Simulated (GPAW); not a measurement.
# A 8-layer slab of Li(100) in an electric field

Wanted: the out-of-plane polarisability of a 8-layer slab of Li(100).

Program: GPAW 26.7.0. Level of theory: GPAW, PAW setups; slab in vacuum, relaxation, in the first sound run; inputs show where later runs differ. Results are calculated unless marked as measured.

## (1) Starting point

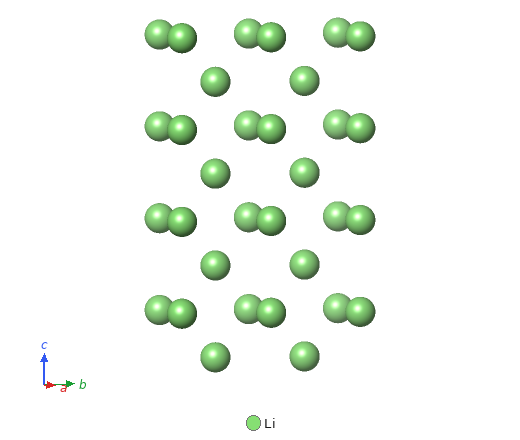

The cell as given, from the side, with the c axis up (lithium green). 1×2×1 cells are drawn. Some periodic images of atoms are drawn too.

The cell holds 8 atoms: 8 Li. Cell: a = 3.490 Å, b = 3.490 Å, c = 26.215 Å, α = 90.0°, β = 90.0°, γ = 90.0°. Vacuum lies along c.

## (2) Relaxation

The atoms are relaxed first, since the surface dipole, and with it the work function, follows the positions of the outer layers. The lowest 4 atoms are held at bulk positions and keep their forces.

Contents of run.py:

```python
import json
import numpy as np
from ase import Atoms
from ase.constraints import FixAtoms
from ase.optimize import BFGS
from gpaw import GPAW, PW

slab = Atoms(
    ['Li', 'Li', 'Li', 'Li', 'Li', 'Li', 'Li', 'Li'],
    positions=[
        [1.74500, 1.74500, 7.00000],
        [0.00000, 0.00000, 8.74500],
        [1.74500, 1.74500, 10.49000],
        [0.00000, 0.00000, 12.23500],
        [1.74500, 1.74500, 13.98000],
        [0.00000, 0.00000, 15.72500],
        [1.74500, 1.74500, 17.47000],
        [0.00000, 0.00000, 19.21500]],
    cell=[[3.49, 0.0, 0.0], [0.0, 3.49, 0.0], [0.0, 0.0, 26.215]],
    pbc=[True, True, False])

slab.calc = GPAW(mode=PW(400), xc='PBE', kpts={'size': (9, 9, 1), 'gamma': True},
                 occupations={'name': 'fermi-dirac', 'width': 0.1}, nbands='300%',
                 convergence={'density': 1e-05}, maxiter=200,
                 poissonsolver={'dipolelayer': 'xy'},
                 symmetry={'tolerance': 1e-3, 'extra_ids': [1, 1, 1, 1, 0, 0, 0, 0]}, txt='slab.txt')
result = {}
slab.set_constraint(FixAtoms([0, 1, 2, 3]))
path = []
opt = BFGS(slab, maxstep=0.2)
opt.attach(lambda: path.append((slab.get_potential_energy(), slab.positions.tolist(), slab.get_forces().tolist())))
result['relaxed'] = bool(opt.run(fmax=0.03, steps=40))
result['path'] = path
energy = slab.get_potential_energy()
fermi = slab.calc.get_fermi_level()
v = slab.calc.get_electrostatic_potential().mean((0, 1)) - fermi
n = slab.calc.get_pseudo_density().mean((0, 1))
L = slab.cell[2, 2]
z = np.arange(len(v)) * L / len(v)
low, high = slab.positions[:, 2].min(), slab.positions[:, 2].max()
below, above = np.interp([low - 4.8, high + 4.8], z, v)
slopes = [np.interp(x, z, np.gradient(v, z)) for x in (low - 4.8, high + 4.8)]
eps = np.array([[slab.calc.get_eigenvalues(k, s) for k in range(len(slab.calc.get_ibz_k_points()))]
                for s in range(slab.calc.get_number_of_spins())]) - fermi
top, bottom = eps[eps < 0].max(), eps[eps > 0].min()
dipole = slab.get_dipole_moment()[2]
print(f'energy {energy:.4f} eV, Fermi level {fermi:.4f} eV, dipole {dipole:.5f} e A')
print(f'potential 4.8 A off the faces, from the Fermi level: lower {below:.4f} eV, upper {above:.4f} eV')
print(f'slope of the potential there: lower {slopes[0]:.5f}, upper {slopes[1]:.5f} eV/A')
print(f'nearest levels on the mesh: {top:.4f} and {bottom:.4f} eV')
print('magnetic moment', round(slab.get_magnetic_moment(), 3))
result.update(energy=energy, fermi=fermi, dipole=dipole, below=below, above=above, slopes=slopes, edges=[top, bottom],
              z=z.tolist(), v=v.tolist(), n=n.tolist(), positions=slab.positions.tolist(),
              forces=slab.get_forces(apply_constraint=False).tolist(), moments=slab.get_magnetic_moments().tolist())
json.dump(result, open('result.json', 'w'))
```

Run with:

```bash
> OMP_NUM_THREADS=1 OPENBLAS_NUM_THREADS=1 python run.py
```

Log:

```text
Step          Energy          fmax
BFGS:    0      -14.556001        0.076092
BFGS:    1      -14.556092        0.074609
BFGS:    2      -14.558392        0.038207
BFGS:    3      -14.558420        0.038067
BFGS:    4      -14.560178        0.038985
BFGS:    5      -14.560256        0.047464
BFGS:    6      -14.560327        0.051175
BFGS:    7      -14.560668        0.060967
BFGS:    8      -14.561240        0.066417
BFGS:    9      -14.562200        0.059814
BFGS:   10      -14.562969        0.036344
BFGS:   11      -14.563248        0.033161
BFGS:   12      -14.563298        0.034596
BFGS:   13      -14.563342        0.034517
BFGS:   14      -14.563466        0.033283
BFGS:   15      -14.563729        0.029770
energy -14.5002 eV, Fermi level -1.1885 eV, dipole 0.00089 e A
potential 4.8 A off the faces, from the Fermi level: lower 2.9920 eV, upper 2.9810 eV
slope of the potential there: lower -0.00240, upper 0.00246 eV/A
nearest levels on the mesh: -0.0533 and 0.0066 eV
magnetic moment 0.0
```

The job ended after 10 min (1 thread of Intel Xeon Platinum 8259CL at 2.50GHz (Skylake/Cascade Lake), shared host; peak memory 0.21 GiB).

Relaxation path:

| step | energy less that of the first step (eV) | largest force (eV/Å) |
| --- | --- | --- |
| 1 | 0.0000 | 0.0761 |
| 2 | -0.0001 | 0.0746 |
| 3 | -0.0026 | 0.0382 |
| 4 | -0.0026 | 0.0381 |
| 5 | -0.0050 | 0.0390 |
| 6 | -0.0052 | 0.0475 |
| 7 | -0.0054 | 0.0512 |
| 8 | -0.0060 | 0.0610 |
| 9 | -0.0069 | 0.0664 |
| 10 | -0.0083 | 0.0598 |
| 11 | -0.0092 | 0.0363 |
| 12 | -0.0094 | 0.0332 |
| 13 | -0.0094 | 0.0346 |
| 14 | -0.0094 | 0.0345 |
| 15 | -0.0094 | 0.0333 |
| 16 | -0.0095 | 0.0298 |

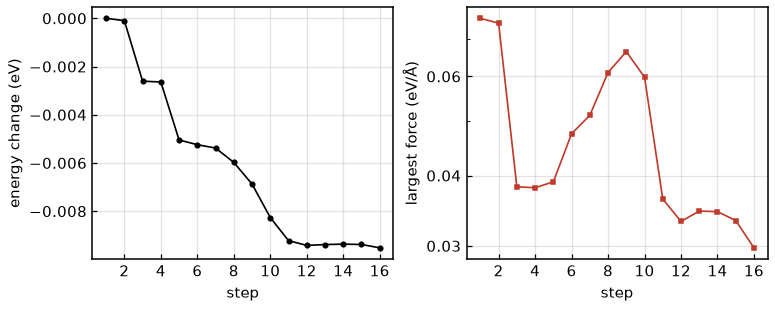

Energy and largest force along the relaxation.

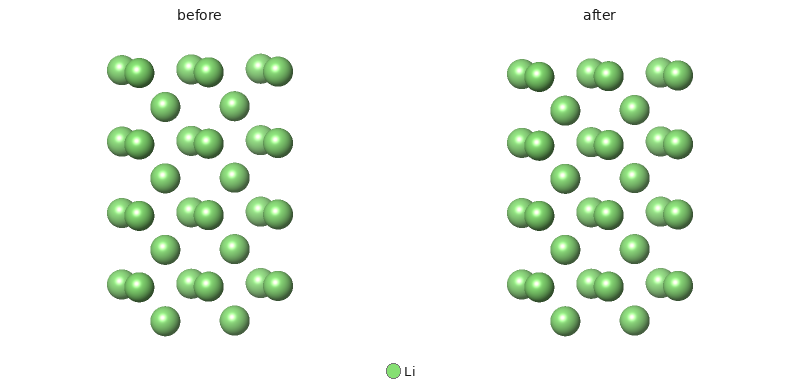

The structure before and after the relaxation, drawn at the same scale.

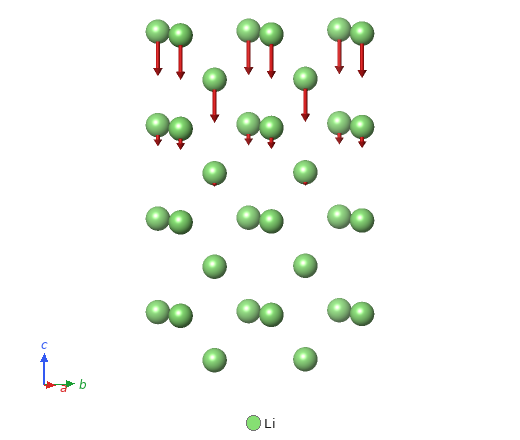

Displacements in the relaxation, exaggerated; the longest in the cell stands for 0.19 Å. 1×2×1 cells are drawn. Some periodic images of atoms are drawn too.

The atoms that moved most (Å):

| atom | dx | dy | dz | length |
| --- | --- | --- | --- | --- |
| Li8 | 0.000 | 0.000 | -0.190 | 0.190 |
| Li7 | 0.000 | 0.000 | -0.182 | 0.182 |
| Li6 | 0.000 | 0.000 | -0.062 | 0.062 |
| Li5 | 0.000 | 0.000 | -0.019 | 0.019 |

The relaxed structure:

```cif
data_structure
_symmetry_space_group_name_H-M 'P 1'
_symmetry_Int_Tables_number 1
_cell_length_a 3.4900
_cell_length_b 3.4900
_cell_length_c 26.2150
_cell_angle_alpha 90.000
_cell_angle_beta 90.000
_cell_angle_gamma 90.000
_cell_volume 319.30
loop_
_atom_site_label
_atom_site_type_symbol
_atom_site_fract_x
_atom_site_fract_y
_atom_site_fract_z
_atom_site_occupancy
Li1 Li 0.50000 0.50000 0.26702 1
Li2 Li 0.00000 0.00000 0.33359 1
Li3 Li 0.50000 0.50000 0.40015 1
Li4 Li 0.00000 0.00000 0.46672 1
Li5 Li 0.50000 0.50000 0.53255 1
Li6 Li 0.00000 0.00000 0.59746 1
Li7 Li 0.50000 0.50000 0.65945 1
Li8 Li 0.00000 0.00000 0.72571 1
```

This step gave:

* dipole along the normal: 8.89e-4 e·Å
* levels nearest the Fermi level on the mesh: -0.05331, 0.006634 eV from the Fermi level
* upper work function: 2.981 eV
* lower work function: 2.992 eV

The electrostatic potential energy of an electron (without an applied field's), less the Fermi level, planar mean oscillates, so the rows of the table below give means over windows of 1.68 Å about each position, cut where the curve ends. Its maxima inside the range that stand out by 2 % of the span (Å: eV): 7.9: 0.628, 9.6: 0.708, 11.3: 0.706, 13.1: 0.665, 14.8: 0.629, 16.5: 0.399, 18.1: 0.641. Its minima: 7.0: -1.67, 8.7: -1.27, 10.5: -1.29, 12.3: -1.31, 13.9: -1.32, 15.6: -1.30, 17.3: -1.30, 19.0: -1.65.

The electrostatic potential energy of an electron (without an applied field's), less the Fermi level, planar mean by z; means over each step:

| z (Å) | electrostatic potential energy of an electron (without an applied field's), less the Fermi level, planar mean (eV) |
| --- | --- |
| 0.84 | 2.99 |
| 2.52 | 2.99 |
| 4.20 | 2.91 |
| 5.88 | 1.47 |
| 7.56 | -0.384 |
| 9.24 | -0.194 |
| 10.92 | -0.206 |
| 12.60 | -0.247 |
| 14.28 | -0.268 |
| 15.96 | -0.366 |
| 17.64 | -0.268 |
| 19.32 | -0.241 |
| 21.00 | 2.61 |
| 22.68 | 2.97 |
| 24.36 | 2.98 |
| 26.04 | 2.98 |

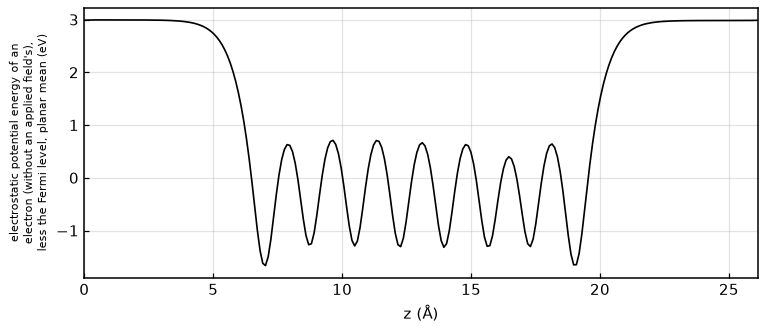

Electrostatic potential energy of an electron (without an applied field's), less the Fermi level, planar mean, plotted against z.

The pseudo valence density, planar mean oscillates, so the rows of the table below give means over windows of 2 Å about each position, cut where the curve ends. Its maxima inside the range that stand out by 2 % of the span (Å: e/Å³): 6.7: 0.0322, 8.2: 0.0538, 9.9: 0.0511, 11.1: 0.0514, 13.4: 0.0520, 15.1: 0.0535, 16.1: 0.0538, 17.8: 0.0549, 19.3: 0.0318. Its minima: 6.9: 0.0288, 8.8: 0.0380, 10.5: 0.0371, 12.2: 0.0377, 14.1: 0.0387, 15.7: 0.0406, 17.2: 0.0408, 19.1: 0.0287.

Pseudo valence density, planar mean against z; means over each step:

| z (Å) | pseudo valence density, planar mean (e/Å³) |
| --- | --- |
| 0 | 1.3e-6 |
| 2 | 3.1e-5 |
| 4 | 0.00127 |
| 6 | 0.0190 |
| 8 | 0.0465 |
| 10 | 0.0472 |
| 12 | 0.0477 |
| 14 | 0.0484 |
| 16 | 0.0500 |
| 18 | 0.0476 |
| 20 | 0.0193 |
| 22 | 0.00133 |
| 24 | 3.3e-5 |
| 26 | 1.4e-6 |

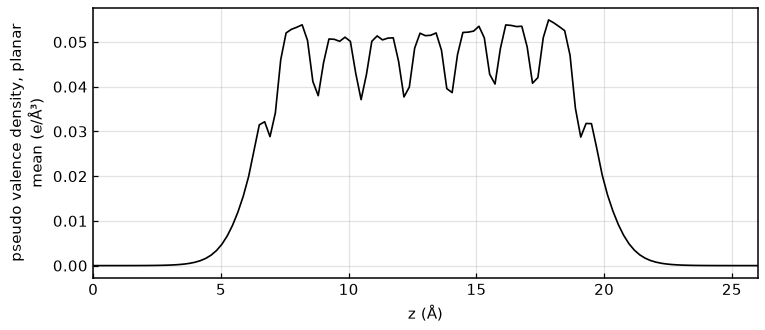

Pseudo valence density, planar mean against z.

The relaxation lowered the energy of the cell by 0.00952 eV (energies extrapolated to zero smearing; the optimiser's log prints free energies). The largest force left on a free atom is 0.030 eV/Å.

## (3) Plane waves, PBE

With the geometry fixed, the planar mean of the potential gives the vacuum level on each side.

This step: GPAW, PAW setups; slab in vacuum (GPAW 26.7.0).

Edit run.py of step 2 so:

```diff
@@ -3,4 +3,2 @@
 from ase import Atoms
-from ase.constraints import FixAtoms
-from ase.optimize import BFGS
 from gpaw import GPAW, PW
@@ -14,6 +12,6 @@
         [0.00000, 0.00000, 12.23500],
-        [1.74500, 1.74500, 13.98000],
-        [0.00000, 0.00000, 15.72500],
-        [1.74500, 1.74500, 17.47000],
-        [0.00000, 0.00000, 19.21500]],
+        [1.74500, 1.74500, 13.96073],
+        [-0.00000, -0.00000, 15.66254],
+        [1.74500, 1.74500, 17.28752],
+        [-0.00000, 0.00000, 19.02457]],
     cell=[[3.49, 0.0, 0.0], [0.0, 3.49, 0.0], [0.0, 0.0, 26.215]],
@@ -25,10 +23,4 @@
                  poissonsolver={'dipolelayer': 'xy'},
-                 symmetry={'tolerance': 1e-3, 'extra_ids': [1, 1, 1, 1, 0, 0, 0, 0]}, txt='slab.txt')
+                 symmetry={'tolerance': 1e-3}, txt='slab.txt')
 result = {}
-slab.set_constraint(FixAtoms([0, 1, 2, 3]))
-path = []
-opt = BFGS(slab, maxstep=0.2)
-opt.attach(lambda: path.append((slab.get_potential_energy(), slab.positions.tolist(), slab.get_forces().tolist())))
-result['relaxed'] = bool(opt.run(fmax=0.03, steps=40))
-result['path'] = path
 energy = slab.get_potential_energy()
```

Log:

```text
energy -14.5002 eV, Fermi level -1.1885 eV, dipole 0.00089 e A
potential 4.8 A off the faces, from the Fermi level: lower 2.9921 eV, upper 2.9810 eV
slope of the potential there: lower -0.00240, upper 0.00246 eV/A
nearest levels on the mesh: -0.0533 and 0.0066 eV
magnetic moment 0.0
```

Elapsed: 54 s, on 1 thread; peak memory 0.21 GiB.

Numbers from this step:

- dipole along the normal: 8.88e-4 e·Å
- levels nearest the Fermi level on the mesh: -0.05331, 0.006633 eV from the Fermi level

The electrostatic potential energy of an electron (without an applied field's), less the Fermi level, planar mean oscillates, so the rows of the table below give means over windows of 1.68 Å about each position, cut where the curve ends. Its maxima inside the range that stand out by 2 % of the span (Å: eV): 7.9: 0.628, 9.6: 0.708, 11.3: 0.706, 13.1: 0.665, 14.8: 0.629, 16.5: 0.399, 18.1: 0.641. Its minima: 7.0: -1.67, 8.7: -1.27, 10.5: -1.29, 12.3: -1.31, 13.9: -1.32, 15.6: -1.30, 17.3: -1.30, 19.0: -1.65.

Electrostatic potential energy of an electron (without an applied field's), less the Fermi level, planar mean against z; means over each step:

(Unchanged from step 2.)

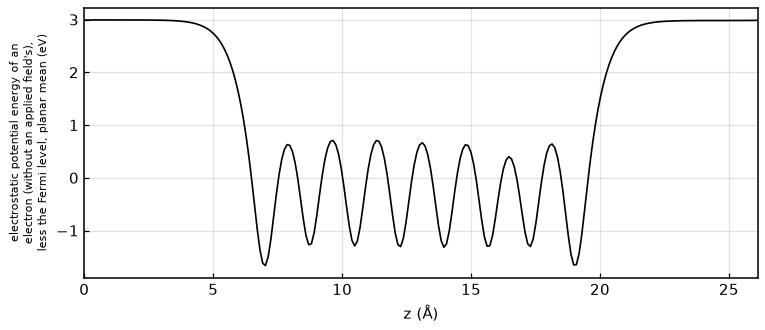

Electrostatic potential energy of an electron (without an applied field's), less the Fermi level, planar mean against z.

The pseudo valence density, planar mean oscillates, so the rows of the table below give means over windows of 2 Å about each position, cut where the curve ends. Its maxima inside the range that stand out by 2 % of the span (Å: e/Å³): 6.7: 0.0322, 8.2: 0.0538, 9.9: 0.0511, 11.1: 0.0514, 13.4: 0.0520, 15.1: 0.0535, 16.1: 0.0538, 17.8: 0.0549, 19.3: 0.0318. Its minima: 6.9: 0.0288, 8.8: 0.0380, 10.5: 0.0371, 12.2: 0.0377, 14.1: 0.0387, 15.7: 0.0406, 17.2: 0.0408, 19.1: 0.0287.

Pseudo valence density, planar mean against z; means over each step:

(Unchanged from step 2.)

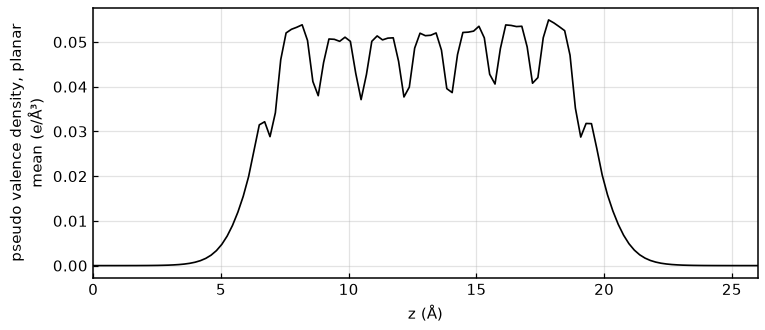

Pseudo valence density, planar mean, plotted against z.

Force by atom:

| atom | x (eV/Å) | y (eV/Å) | z (eV/Å) | size |
| --- | --- | --- | --- | --- |
| Li1 | 0.0000 | 0.0000 | -0.0018 | 0.0018 |
| Li2 | 0.0000 | 0.0000 | 0.0748 | 0.0748 |
| Li3 | 0.0000 | 0.0000 | -0.0080 | 0.0080 |
| Li4 | 0.0000 | 0.0000 | -0.0365 | 0.0365 |
| Li5 | 0.0000 | 0.0000 | 0.0051 | 0.0051 |
| Li6 | 0.0000 | 0.0000 | -0.0298 | 0.0298 |
| Li7 | 0.0000 | 0.0000 | -0.0076 | 0.0076 |
| Li8 | 0.0000 | 0.0000 | 0.0039 | 0.0039 |

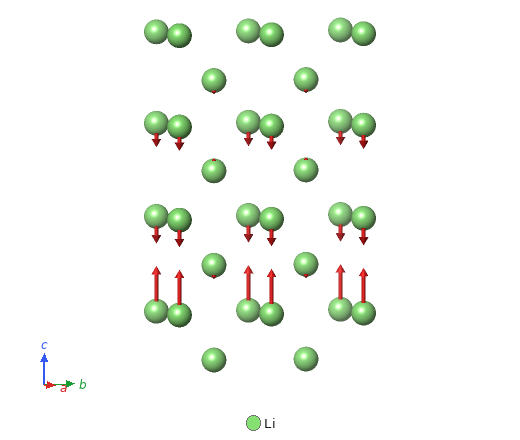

Force as arrows, the longest 0.0748 eV/Å. 1×2×1 cells are drawn. Some periodic images of atoms are drawn too.

The potential is flat to 0.002 eV/Å where it is read, so the vacuum is wide enough.

## (4) In a field

A uniform field along the normal polarises the slab; the atoms stay fixed, so this is the electronic response alone.

Edit run.py of step 3 so:

```diff
@@ -4,2 +4,3 @@
 from gpaw import GPAW, PW
+from gpaw.external import ConstantElectricField
 
@@ -23,2 +24,3 @@
                  poissonsolver={'dipolelayer': 'xy'},
+                 external=ConstantElectricField(-0.2, [0, 0, 1]),
                  symmetry={'tolerance': 1e-3}, txt='slab.txt')
```

Log:

```text
energy -14.5216 eV, Fermi level -1.1876 eV, dipole -0.21516 e A
potential 4.8 A off the faces, from the Fermi level: lower 1.3861 eV, upper 4.5823 eV
slope of the potential there: lower -0.00159, upper 0.00424 eV/A
nearest levels on the mesh: -0.0531 and 0.0067 eV
magnetic moment 0.0
```

Wall time 2 min (1 thread); peak memory 0.3 GiB.

This step gave:

- dipole along the normal: -0.2152 e·Å
- levels nearest the Fermi level on the mesh: -0.05308, 0.006654 eV from the Fermi level
- potential below the slab, the applied field's own ramp left out: 1.386 eV from the Fermi level
- potential above the slab, the applied field's own ramp left out: 4.582 eV from the Fermi level

The electrostatic potential energy of an electron (without an applied field's), less the Fermi level, planar mean oscillates, so the rows of the table below give means over windows of 1.68 Å about each position, cut where the curve ends. Its maxima inside the range that stand out by 2 % of the span (Å: eV): 8.0: -0.406, 9.6: 0.0124, 11.4: 0.357, 13.1: 0.665, 14.8: 0.962, 16.5: 1.07, 18.1: 1.64, 25.1: 4.58. Its minima: 7.0: -2.89, 8.7: -2.15, 10.5: -1.82, 12.3: -1.48, 13.9: -1.15, 15.6: -0.798, 17.3: -0.465, 19.0: -0.467.

Electrostatic potential energy of an electron (without an applied field's), less the Fermi level, planar mean against z; means over each step:

| z (Å) | electrostatic potential energy of an electron (without an applied field's), less the Fermi level, planar mean (eV) |
| --- | --- |
| 0.84 | 1.57 |
| 2.52 | 1.39 |
| 4.20 | 1.32 |
| 5.88 | 0.0236 |
| 7.56 | -1.50 |
| 9.24 | -0.969 |
| 10.92 | -0.642 |
| 12.60 | -0.350 |
| 14.28 | -0.0336 |
| 15.96 | 0.206 |
| 17.64 | 0.635 |
| 19.32 | 1.02 |
| 21.00 | 4.13 |
| 22.68 | 4.56 |
| 24.36 | 4.58 |
| 26.04 | 4.41 |

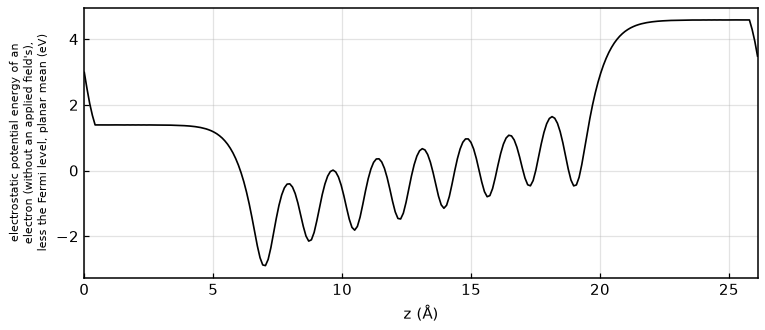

Electrostatic potential energy of an electron (without an applied field's), less the Fermi level, planar mean against z.

Force by atom:

| atom | x (eV/Å) | y (eV/Å) | z (eV/Å) | size |
| --- | --- | --- | --- | --- |
| Li1 | 0.0000 | 0.0000 | -0.0064 | 0.0064 |
| Li2 | 0.0000 | 0.0000 | 0.0795 | 0.0795 |
| Li3 | 0.0000 | 0.0000 | -0.0101 | 0.0101 |
| Li4 | 0.0000 | 0.0000 | -0.0361 | 0.0361 |
| Li5 | 0.0000 | 0.0000 | 0.0058 | 0.0058 |
| Li6 | 0.0000 | 0.0000 | -0.0321 | 0.0321 |
| Li7 | 0.0000 | 0.0000 | -0.0036 | 0.0036 |
| Li8 | 0.0000 | 0.0000 | 0.0029 | 0.0029 |

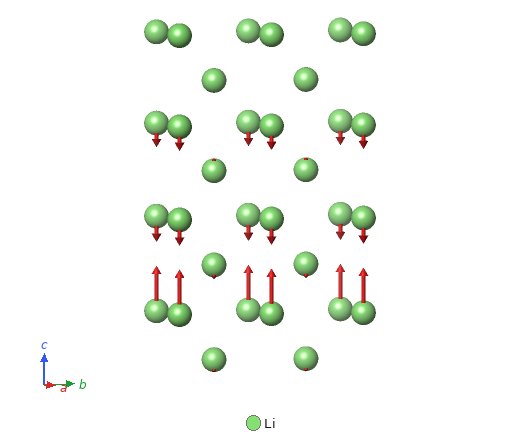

Force as arrows, the longest 0.0795 eV/Å. 1×2×1 cells are drawn. Some periodic images of atoms are drawn too.

The dipole is now -0.215 e Å, against 8.9e-4 in the run without a field.

(Part 1 of 2 ends here.)

[Logs are printed without paths, hosts, clocks, repeated set-up lines and the standing remarks that a program may print on its own settings, such as how far it seeks lower states.]

[Hosts, paths, dates, database ids (printed as entryN), source tags and the programs' standing remarks are cut or masked in the printed files.]
